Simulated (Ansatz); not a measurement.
# F3H5NSi2 (charge +1): what the fields show

Input file:

```
crystal:
  periodic: [false, false, false]
  atoms:
    - {symbol: F, position_ang: [-1.738284, -2.671923, -3.443214]}
    - {symbol: F, position_ang: [-1.615909, 1.134157, -0.100357]}
    - {symbol: F, position_ang: [0.610788, -0.241062, -0.407369]}
    - {symbol: N, position_ang: [-1.700169, -1.373504, -1.080242]}
    - {symbol: Si, position_ang: [-0.650928, -1.839959, -2.609212]}
    - {symbol: Si, position_ang: [-0.884745, -0.253173, 0.160608]}
    - {symbol: H, position_ang: [0.413638, -2.694453, -2.069123]}
    - {symbol: H, position_ang: [-0.332433, -0.548680, -3.230751]}
    - {symbol: H, position_ang: [-2.024841, -2.246991, -0.636093]}
    - {symbol: H, position_ang: [-2.562502, -0.914893, -1.418593]}
    - {symbol: H, position_ang: [-1.012623, -0.786483, 1.513129]}
basis:
  gaussian:
    orbitals: def2-SVPD
total_charge: 1
hamiltonian:
  xc: pbe0
output:
  forces: true
  orbitals: {seedname: orbitals}
```

Run with:

```sh
ansatz run input.yaml --threads 2 --pin off --max-ram 4350MiB --events-out events.jsonl --progress --plain --runs-dir runs
```

Geometry: B3LYP-D3(BJ)/def2-SVP.

The calculation used isolated molecule in a Gaussian basis; Kohn-Sham density functional theory, functional PBE0 (Ansatz 0.2.0).

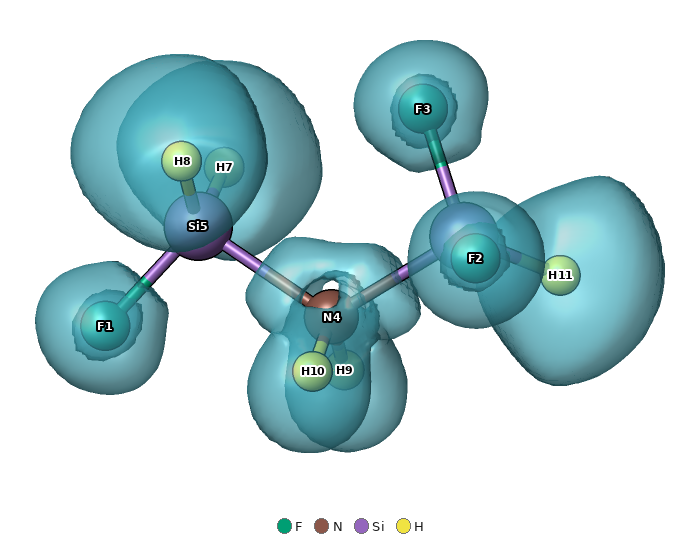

Figure 1. Isosurface of the electron localisation function at 0.75 (cyan), seen at a tilt. Core shells and regions of very low density are left out.

Describe the localisation domains.

At this value the surface marks out three regions around hydrogen nuclei, three regions wrapped around F (its lone pairs, merged into a ring or cap) and one joined region spread over several atoms (H, N), in which their bonds and any lone pairs are merged.


Si–F (1.59 Å): the ELF peaks at about 0.85 in the valence shell of F, 0.6 Å from its nucleus, and is about 0.50 at the midpoint. Si–N (1.86 Å): the ELF peaks at about 0.95 between the atoms, as expected for a shared but strongly polarised pair.

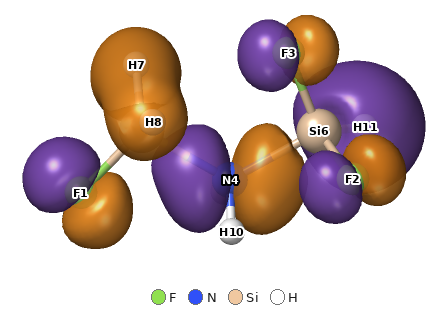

Figure 2. The HOMO−1 at ±0.08 Å⁻³ᐟ² (orange and purple are the two phases), seen at a tilt.

Where does this orbital lie, and at what energy?

By Hirshfeld shares it lies mainly on N4 (about 20 %), H11 (about 20 %), Si6 (about 15 %), F1 (about 15 %), Si5 (about 10 %) and F2 (about 10 %). Its energy is −16.04 eV.

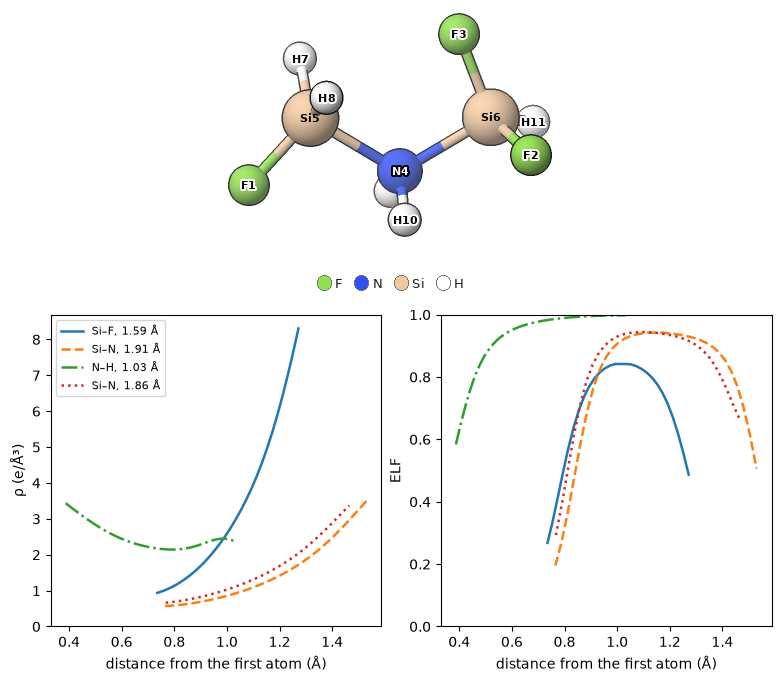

Figure 3. Total electron density and ELF along straight lines between neighbouring atoms. The curves leave out the atomic cores. The structure is drawn too.

Compare the contacts.

Si–F (1.59 Å): the density is about 1.1 e/Å³ at the midpoint; the ELF peaks at about 0.85 in the valence shell of F, 0.6 Å from its nucleus, and is about 0.50 at the midpoint.
Si–N (1.91 Å): the density is about 0.77 e/Å³ at the midpoint; the ELF peaks at about 0.95 between the atoms, as expected for a shared but strongly polarised pair.
N–H (1.03 Å): ρ is about 2.8 e/Å³ halfway; the ELF climbs to about 1 towards the hydrogen, as it does in any bond to H (an ordinary covalent bond to hydrogen).
Si–N (1.86 Å): the density is about 0.88 e/Å³ at the midpoint; the ELF peaks at about 0.95 between the atoms; a polar covalent bond.

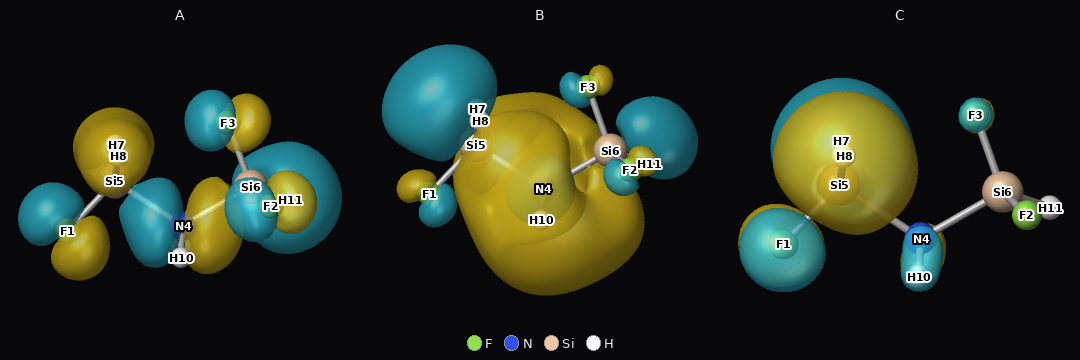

Figure 4. Three frontier orbitals at ±0.06 Å⁻³ᐟ² (yellow and cyan are the two phases), in no order.

Which picture is the HOMO−1, the HOMO and the LUMO?

A is the HOMO−1 (−16.04 eV). By Hirshfeld shares it lies mainly on N4 (about 20 %), H11 (about 20 %), Si6 (about 15 %), F1 (about 15 %), Si5 (about 10 %) and F2 (about 10 %). C is the HOMO (−15.29 eV). It lies mainly on Si5 (about 35 %), H8 (about 25 %), H7 (about 25 %) and F1 (about 15 %). B is the LUMO (−5.33 eV). Its weight (Hirshfeld) is mainly on Si5 (about 30 %), Si6 (about 15 %), H9 (about 15 %), N4 (about 15 %) and H10 (about 10 %).

What is the HOMO–LUMO gap?

9.96 eV between the orbital energies.
